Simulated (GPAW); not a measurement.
Band structure of FeAl (Pm-3m, 2 atoms in the cell).

```
FeAl
1.0
    2.91000     0.00000     0.00000
    0.00000     2.91000     0.00000
    0.00000     0.00000     2.91000
Al Fe
1 1
Direct
  0.50000   0.50000   0.50000
  0.00000   0.00000   0.00000
```

Computed with PBE, GPAW PAW datasets PBE (gpaw-data 1.0.1) (plane waves; GPAW).

Settings: mode = pw; ecut = 850 eV; xc = PBE; kpts = 11 11 11; mesh shift (steps) = 0 0 0; occupations.name = fermi-dirac; occupations.width = 0.1 eV; nbands = -10; symmetry.symmorphic = false; symmetry.tolerance = 0.0005; maxiter = 100; bandpath_npoints = 40.

The starting cell has typed, rounded lattice constants, without a prior relaxation at this level. Spin polarisation is off.

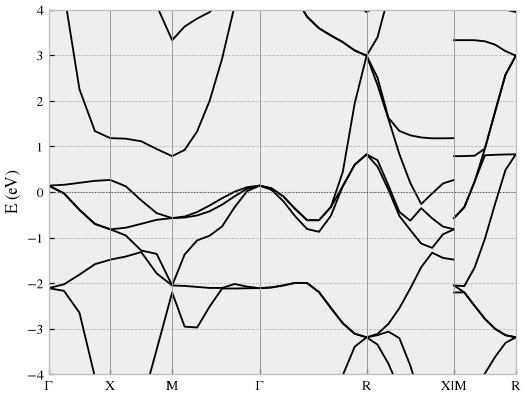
Fig. 1. Bands along the path, energies from the Fermi level.

Levels in eV from the Fermi level, bands 2 to 9:
```json
[
 {"point": "Γ", "2": "-2.11", "3": "-2.11", "4": "0.14", "5": "0.14", "6": "0.14", "7": "6.21", "8": "6.21", "9": "6.21"},
 {"point": "X", "2": "-5.79", "3": "-1.49", "4": "-0.82", "5": "-0.82", "6": "0.26", "7": "1.18", "8": "8.64", "9": "10.89"},
 {"point": "M", "2": "-2.20", "3": "-2.05", "4": "-2.05", "5": "-0.57", "6": "-0.57", "7": "0.78", "8": "3.33", "9": "4.17"},
 {"point": "R", "2": "-3.19", "3": "-3.19", "4": "0.82", "5": "0.82", "6": "2.99", "7": "2.99", "8": "2.99", "9": "3.95"}
]
```

Bands cross the Fermi level along this path, so the cell is metallic at this level.
